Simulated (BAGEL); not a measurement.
**GeH3O (SMILES [OH][GeH2]): UHF/3-21G (density fitting with qzvpp-jkfit)**

Aim: the energy change on altering one bond length of GeH3O at UHF/3-21G (density fitting with qzvpp-jkfit), from 2 runs. 

Program for the calculation: BAGEL 1.2.2.

4 further runs of the same task are left out: 2 that didn't finish, 2 set aside as unsound or not needed. Runs told in other sessions of the task aren't counted.

### 1 Starting point

GeH3O has 5 atoms, charge 0, and is taken as a doublet. As SMILES, `[OH][GeH2]`. The coordinates come from a PBE0-D4/def2-TZVP relaxation. This is one conformer, not always the lowest.

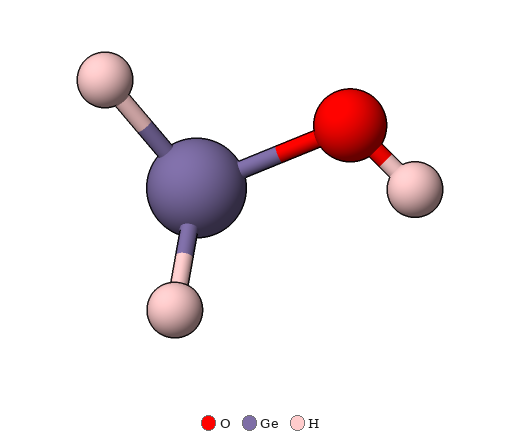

Viewed from a chosen angle; oxygen red, germanium purple, hydrogen pink.

### 2 A single-point energy at UHF/3-21G (density fitting with qzvpp-jkfit)

input.json

```json
{ "bagel" : [

{
  "title" : "molecule",
  "basis" : "3-21g",
  "df_basis" : "qzvpp-jkfit",
  "angstrom" : true,
  "geometry" : [
    { "atom" : "O", "xyz" : [    0.355500,   -1.075800,    0.460700 ] },
    { "atom" : "Ge", "xyz" : [   -0.520100,    0.416100,    0.017700 ] },
    { "atom" : "H", "xyz" : [    1.097400,   -0.907600,    1.046500 ] },
    { "atom" : "H", "xyz" : [   -1.396800,   -0.014400,   -1.180300 ] },
    { "atom" : "H", "xyz" : [    0.513900,    1.508000,   -0.385900 ] }
  ]
},
{ "title" : "uhf", "nopen" : 1 },
{ "title" : "print", "file" : "orbitals.molden", "orbitals" : true }

]}
```

The run is started by

```
$ BAGEL_NUM_THREADS=1 BAGEL input.json > input.out
```

The program printed:

```text
* using 1 threads per process

  ===============================================================
  ===============================================================

  *** Geometry ***

  { "atom" : "O", "xyz" : [      0.671798,     -2.032967,      0.870597 ] },
  { "atom" : "Ge", "xyz" : [     -0.982847,      0.786315,      0.033448 ] },
  { "atom" : "H", "xyz" : [      2.073785,     -1.715115,      1.977598 ] },
  { "atom" : "H", "xyz" : [     -2.639569,     -0.027212,     -2.230444 ] },
  { "atom" : "H", "xyz" : [      0.971130,      2.849707,     -0.729245 ] },

  Number of auxiliary basis functions:      397

  Since a DF basis is specified, we compute 2- and 3-index integrals:
    o Being stored without compression. Storage requirement is 0.004 GB

  Number of basis functions:       37
  Number of electrons      :       43

    * METHOD: MOLECULE                             0.07

  *** Open-shell HF ***

  === Nuclear Repulsion ===
   113.0837636806

      * DIIS with orbital gradients will be used.

  === UHF iteration (3-21g) ===
      0      -2141.37839413          0.06469435           0.02
      1      -2141.45122389          0.04366294           0.02
      2      -2141.47852345          0.02949955           0.02
      3      -2141.49779867          0.00134866           0.02
      4      -2141.49806224          0.00039190           0.02
      5      -2141.49810590          0.00011717           0.02
      6      -2141.49811431          0.00003007           0.02
      7      -2141.49811574          0.00001144           0.02
      8      -2141.49811605          0.00000500           0.02
      9      -2141.49811611          0.00000121           0.02
     10      -2141.49811611          0.00000048           0.02
     11      -2141.49811611          0.00000019           0.02
     12      -2141.49811611          0.00000006           0.02
     13      -2141.49811611          0.00000002           0.02
     14      -2141.49811611          0.00000001           0.02
    * SCF iteration converged.

    * S^2 (UHF) is 0.7528

    * Permanent dipole moment:
           (   -0.138556,    -0.727601,    -0.421573) a.u.

    * METHOD: UHF                                  0.41

    * METHOD: PRINT                                0.00

  ===============================================================
```

Run time: 0.68 s. Hardware: 1 thread of AMD EPYC 9R45 (Zen 5), shared host.

### 3 The distorted shape at the same level

input.json

```json
{ "bagel" : [

{
  "title" : "molecule",
  "basis" : "3-21g",
  "df_basis" : "qzvpp-jkfit",
  "angstrom" : true,
  "geometry" : [
    { "atom" : "O", "xyz" : [       0.132916,      -1.126263,       0.284949 ] },
    { "atom" : "Ge", "xyz" : [      -0.742684,       0.365637,      -0.158051 ] },
    { "atom" : "H", "xyz" : [       1.097400,      -0.907600,       1.046500 ] },
    { "atom" : "H", "xyz" : [      -1.619384,      -0.064863,      -1.356051 ] },
    { "atom" : "H", "xyz" : [       0.291316,       1.457537,      -0.561651 ] }
  ]
},

{
  "title" : "uhf",
  "nopen" : 1
},

{
  "title" : "print",
  "file" : "orbitals.molden",
  "orbitals" : true
}

]}
```

The run is started by

```
$ BAGEL_NUM_THREADS=1 BAGEL input.json > input.out
```

The program printed:

```text
* using 1 threads per process

  ===============================================================
  ===============================================================

  *** Geometry ***

  { "atom" : "O", "xyz" : [      0.251175,     -2.128329,      0.538476 ] },
  { "atom" : "Ge", "xyz" : [     -1.403469,      0.690954,     -0.298673 ] },
  { "atom" : "H", "xyz" : [      2.073785,     -1.715115,      1.977598 ] },
  { "atom" : "H", "xyz" : [     -3.060192,     -0.122573,     -2.562565 ] },
  { "atom" : "H", "xyz" : [      0.550507,      2.754346,     -1.061367 ] },

  Number of auxiliary basis functions:      397

  Since a DF basis is specified, we compute 2- and 3-index integrals:
    o Being stored without compression. Storage requirement is 0.004 GB

  Number of basis functions:       37
  Number of electrons      :       43

    * METHOD: MOLECULE                             0.07

  *** Open-shell HF ***

  === Nuclear Repulsion ===
   111.4435353636

      * DIIS with orbital gradients will be used.

  === UHF iteration (3-21g) ===
      0      -2141.31293609          0.06934283           0.02
      1      -2141.37754864          0.05468636           0.02
      2      -2141.41201004          0.04303262           0.02
      3      -2141.45375307          0.00229643           0.02
      4      -2141.45428218          0.00058217           0.02
      5      -2141.45436652          0.00016446           0.02
      6      -2141.45438493          0.00005611           0.02
      7      -2141.45439103          0.00001870           0.02
      8      -2141.45439358          0.00000600           0.02
      9      -2141.45439494          0.00000349           0.02
     10      -2141.45439571          0.00000308           0.02
     11      -2141.45439628          0.00000299           0.02
     12      -2141.45439726          0.00000255           0.02
     13      -2141.45439824          0.00000153           0.02
     14      -2141.45439824          0.00000076           0.02
     15      -2141.45439825          0.00000024           0.02
     16      -2141.45439825          0.00000007           0.02
     17      -2141.45439825          0.00000003           0.02
     18      -2141.45439825          0.00000002           0.02
     19      -2141.45439825          0.00000002           0.02
     20      -2141.45439825          0.00000002           0.02
     21      -2141.45439825          0.00000002           0.02
     22      -2141.45439825          0.00000001           0.02
     23      -2141.45439825          0.00000001           0.02
    * SCF iteration converged.

    * S^2 (UHF) is 0.7547

    * Permanent dipole moment:
           (   -0.141876,    -0.721325,    -0.422089) a.u.

    * METHOD: UHF                                  0.62

    * METHOD: PRINT                                0.00

  ===============================================================
```

Wall time 0.88 s (1 thread of AMD EPYC 9R45 (Zen 5), shared host).

### 4 Results

At UHF/3-21G (density fitting with qzvpp-jkfit):

| quantity | value |
| --- | --- |
| first shape: total energy | -2141.49812 Eh |
| first shape: dipole moment | 2.17 D |
| first shape: ⟨S²⟩ | 0.753 |
| distorted shape: total energy | -2141.45440 Eh |
| distorted shape: dipole moment | 2.15 D |
| distorted shape: ⟨S²⟩ | 0.755 |
| energy change with the O1–H3 bond stretched from 0.960 to 1.248 Å | 1.190 eV |

**Reading.** With the O1–H3 bond stretched from 0.960 to 1.248 Å the energy rises by 1.19 eV (27 kcal/mol). The first shape isn't relaxed at this level, so the change isn't measured from a minimum.
